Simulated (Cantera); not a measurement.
Feed: 1 mol Si3N4, 0.04 mol CO2, 110 mol H2, held at 1.30 Pa.

These are equilibrium values from Cantera (NASA tables, ideal gas, pure condensed phases), not measurements of a reactor. Candidate condensed phases: C, C6H6, C7H8, C8H18, H2O, Si, SiC, SiO2, Si2N2O, Si3N4; 151 gas species. Mutual solubility and eutectic melting of coexisting phases are not modelled. Kinetics and transport are ignored.

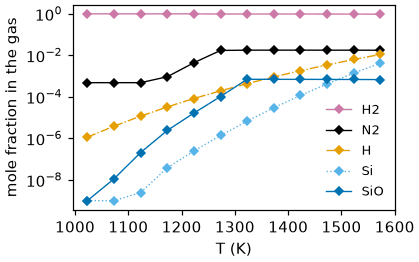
*Equilibrium gas composition (values under 1e-9 drawn at 1e-9)*

From 1023 K to 1123 K the condensed part is SiC(s) + Si2N2O(s) + Si3N4(s). From 1173 K to 1223 K the condensed part is Si(s) + SiC(s) + Si2N2O(s) + Si3N4(s). At 1273 K the condensed part is Si(s) + SiC(s) + Si2N2O(s). From 1323 K to 1573 K the condensed part is Si(s) + SiC(s).
